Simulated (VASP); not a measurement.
Band structure of CaPd$_{2}$P$_{2}$ (space group I4/mmm). All values below come from PBEsol GGA with spin-orbit coupling, VASP's PBE PAW potentials (set 64) (plane waves; VASP).

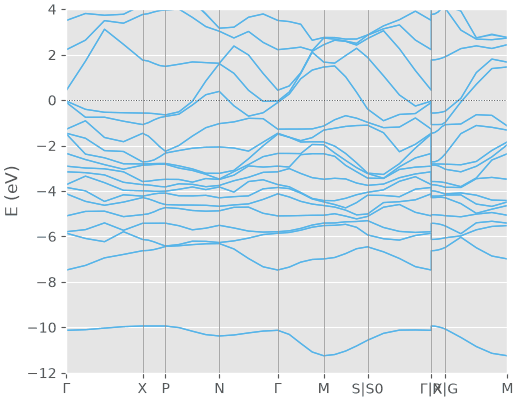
*Bands along high-symmetry lines, zero at the valence-band maximum or, without a gap, the Fermi level*

Problem. Read the plot: is there a gap, and where are the band edges?

Solution. It has no gap at this level: it comes out as a metal or semimetal.

The structure comes from a computed database's CaPd2P2 entry (I4/mmm); how it stands against other phases isn't given here. It was relaxed first.
